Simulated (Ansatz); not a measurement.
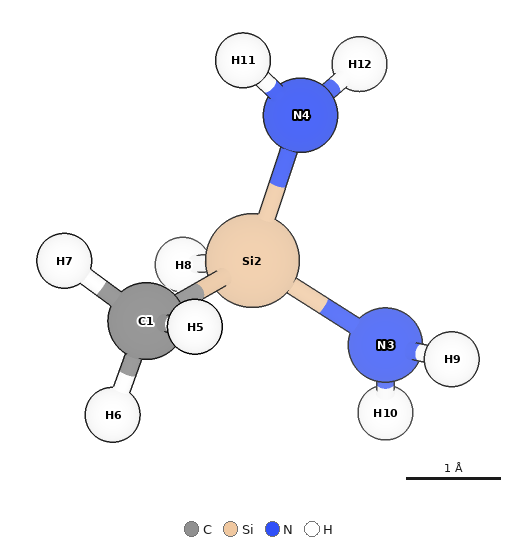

Figure 1. The structure as given in the input (ball-and-stick view, seen at a tilt; atoms are numbered from 1 in the order of the input). Bond lengths as drawn: C–H 1.09 Å, C–Si 1.87 Å, H–N 1.01 Å, H–Si 1.50 Å and N–Si 1.71 to 1.72 Å.

# CH$_{8}$N$_{2}$Si: one change and its effect

System: CH$_{8}$N$_{2}$Si, SMILES C[SiH](N)N.
Method of run A: RKS SPW92/def2-TZVPP (Ansatz 0.2.0).

The geometry comes from this level: PBE0-D4/def2-TZVP. Text and figures count atoms from 1; the logs count them from 0 in places.

### Input file, run A
```yaml
crystal:
  periodic: [false, false, false]
  atoms:
    - {symbol: C, position_ang: [-0.816424, 1.260394, -0.464592]}
    - {symbol: Si, position_ang: [-0.142330, -0.286049, 0.337493]}
    - {symbol: N, position_ang: [1.339390, -0.148586, 1.187760]}
    - {symbol: N, position_ang: [0.123782, -1.399020, -0.942071]}
    - {symbol: H, position_ang: [-0.114417, 1.661929, -1.200250]}
    - {symbol: H, position_ang: [-0.998455, 2.031891, 0.287778]}
    - {symbol: H, position_ang: [-1.765553, 1.064870, -0.972760]}
    - {symbol: H, position_ang: [-1.106736, -0.713448, 1.397793]}
    - {symbol: H, position_ang: [2.189565, 0.134081, 0.728920]}
    - {symbol: H, position_ang: [1.351637, 0.061050, 2.171232]}
    - {symbol: H, position_ang: [-0.478307, -1.407198, -1.748490]}
    - {symbol: H, position_ang: [0.494848, -2.315015, -0.748913]}
basis:
  gaussian: {orbitals: def2-TZVPP}
hamiltonian: {xc: lda}
output: {orbitals: {seedname: orbitals}}
```

Hardware: 4 CPU threads, shared host.

### Output (run A)
```
Functional definition: SPW92
  exchange = slater_x
  correlation = pw_c
1250 factors; their error is unknown
mean field evaluation 1: about -11936.7476 eV, gradient 1.1e2 eV
mean field evaluation 2: about -11873.7072 eV, gradient 1.8e2 eV
mean field evaluation 4: about -11961.1636 eV, gradient 2.0e1 eV
mean field evaluation 8: about -11962.0284 eV, gradient 2.4e-1 eV
mean field evaluation 16: about -11962.0021 eV, gradient 4.1e-4 eV
mean field -11962.00211839 eV, -439.5954697144 hartree, gradient 3.4e-5 eV, S^2 0.000000; 0 other end points of the search recorded, 0 dependent functions left out
reference -11962.00215808 eV, -439.5954711733 hartree; 21, 21 occupied and 226, 226 virtual orbitals, 1250 factors
Total energy: -11962.00215808 eV, -439.5954711733 hartree
```

For run B the input was changed thus:
```diff
-hamiltonian: {xc: lda}
+hamiltonian: {xc: {name: B97M-V}}
```

How does run B compare with run A?

The total energies belong to different methods, so their difference says nothing on which is more stable or more accurate. The HOMO goes from −5.75 to −6.04 eV. The LUMO goes from 0.14 to 0.42 eV.

### Output (run B)
```
Functional definition: B97M-V
  parameter cx00 = 1.000
  parameter cx01 = 1.308
  parameter cx02 = 1.901
  parameter cx10 = 0.416
  parameter cx11 = 3.070
  parameter css00 = 1.000
  parameter css02 = -1.855
  parameter css10 = -5.668
  parameter css32 = -20.497
  parameter css42 = -20.364
  parameter cos00 = 1.000
  parameter cos01 = 1.573
  parameter cos03 = -6.298
  parameter cos10 = 2.535
  parameter cos32 = -6.427
  parameter b = 6.0
  parameter c = 0.01
  gx(w, u) = cx00 + cx01*u + cx02*u^2 + (cx10 + cx11*u)*w
  gss(w, u) = css00 + css02*u^2 + css10*w + (css32*w^3 + css42*w^4)*u^2
  gos(w, u) = cos00 + cos01*u + cos03*u^3 + cos10*w + cos32*w^3*u^2
  exchange = spin_sum(e_x_unif_s*gx(b97_w, b97_u_x))
  correlation = spin_sum(e_c_pw_mod_same_spin*gss(b97_w, b97_u_same))
      + integral(e_c_pw_mod_opposite_spin*gos(b97_w_opposite, b97_u_opposite)) + vv10(b, c)
1250 factors; their error is unknown
mean field evaluation 1: about -12009.0736 eV, gradient 9.5e1 eV
mean field evaluation 2: about -11980.5561 eV, gradient 1.4e2 eV
mean field evaluation 4: about -12026.6820 eV, gradient 9.6e0 eV
mean field evaluation 8: about -12026.8726 eV, gradient 4.5e-1 eV
mean field evaluation 16: about -12026.8729 eV, gradient 4.1e-5 eV
mean field -12026.87287829 eV, -441.9794261699 hartree, gradient 4.1e-5 eV, S^2 0.000000; 0 other end points of the search recorded, 0 dependent functions left out
reference -12026.87294075 eV, -441.9794284653 hartree; 21, 21 occupied and 226, 226 virtual orbitals, 1250 factors
Total energy: -12026.87294075 eV, -441.9794284653 hartree
```

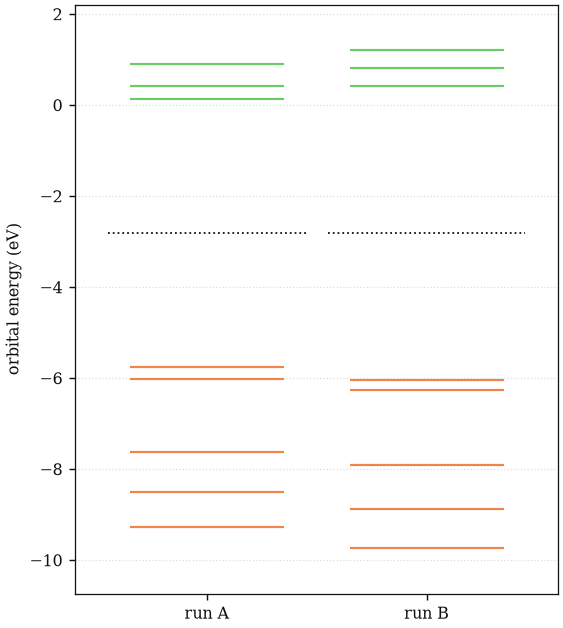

Figure 2. The five highest filled and three lowest empty orbital energies of the two runs; the dotted lines part filled from empty levels. The HOMO–LUMO gap is 5.89 eV in run A and 6.47 eV in run B.

### The two runs side by side

```csv
quantity,run A,run B
outcome,converged,converged
total energy (hartree),−439.595471,−441.979428
HOMO (eV),−5.75,−6.04
LUMO (eV),0.14,0.42
basis functions,247,247
wall time (shared host),0.65 s,2.6 s
```
